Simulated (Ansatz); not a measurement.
# SnH2MeBr (CH₅BrSn): geometry, orbitals and charge

What does SnH2MeBr (CH₅BrSn) look like as a singlet, and where do its frontier electrons sit?

Program: Ansatz 0.2.0, Gaussian basis. Level of theory: RKS PBE0-D4/def2-TZVP. These are calculated values, not measurements.

The runs, in order: relaxation at PBE-D4/def2-SVP; a search for the lowest solution at PBE0-D4/def2-SVP; a single point at PBE0-D4/def2-TZVP; harmonic vibrations at PBE-D4/def2-SVP.

3 further runs of the same task are left out: 3 set aside as unsound or not needed. Runs told in other sessions of the task aren't counted.

### Step 1. The starting structure

8 atoms, charge 0, spin multiplicity 1.

Atoms are counted from 1 here; the program's logs count them from 0.

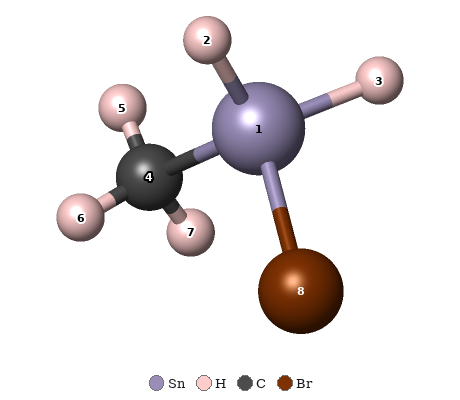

As it starts; tin purple, hydrogen pink, carbon dark grey, bromine brown; atoms are numbered from 1 in the order of the file.

Sn takes a core potential in the def2 sets. No spin-orbit coupling is included.

The start is a GFN2-xTB geometry.

### Step 2. Relaxation at PBE-D4/def2-SVP

in.yaml

```yaml
crystal:
  periodic: [false, false, false]
  atoms:
    - {symbol: Sn, position_ang: [0.549320, -0.675630, 0.388640]}
    - {symbol: H, position_ang: [0.567640, -0.834130, 2.079960]}
    - {symbol: H, position_ang: [2.143990, -0.858910, -0.165600]}
    - {symbol: C, position_ang: [-0.516380, 1.049780, -0.372270]}
    - {symbol: H, position_ang: [-0.086430, 1.962270, 0.020320]}
    - {symbol: H, position_ang: [-1.558480, 0.983930, -0.077500]}
    - {symbol: H, position_ang: [-0.450720, 1.056130, -1.455040]}
    - {symbol: Br, position_ang: [-0.648940, -2.683430, -0.418510]}
basis:
  gaussian: {orbitals: def2-SVP}
hamiltonian: {xc: pbe, dispersion: d4}
scf: {omitted_lower_state_checks: [starts]}
output: {orbitals: {seedname: orbitals}}
relax: {f_tol: 0.02, max_steps: 100}
```

Command:

```sh
ansatz run in.yaml --threads 4 --pin off --events-out ev --progress --plain --max-ram 3916MiB
```

The runs that follow: Searching for the lowest solution, PBE0-D4/def2-SVP; Single point, PBE0-D4/def2-TZVP; Vibrations by finite differences.

**Question.** What will the summary of the whole plan be? Wanted: point group; Br–Sn bond; HOMO, LUMO at PBE0-D4/def2-TZVP; dipole at PBE-D4/def2-SVP; lowest, highest wavenumber.

**Answer**, as computed:

```
                       quantity            value
                    point group               Cs
                     Br–Sn bond          2.531 Å
HOMO, LUMO at PBE0-D4/def2-TZVP  -7.91, -0.93 eV
      dipole at PBE-D4/def2-SVP           2.82 D
     lowest, highest wavenumber    75, 3120 cm⁻¹
```

The molecule keeps its bonding pattern by the stored test; the atoms moved 0.05 Å (rms). All wavenumbers are real: a minimum at this level. The point group is read from a loosely relaxed geometry; soft torsions can leave it below the true symmetry.
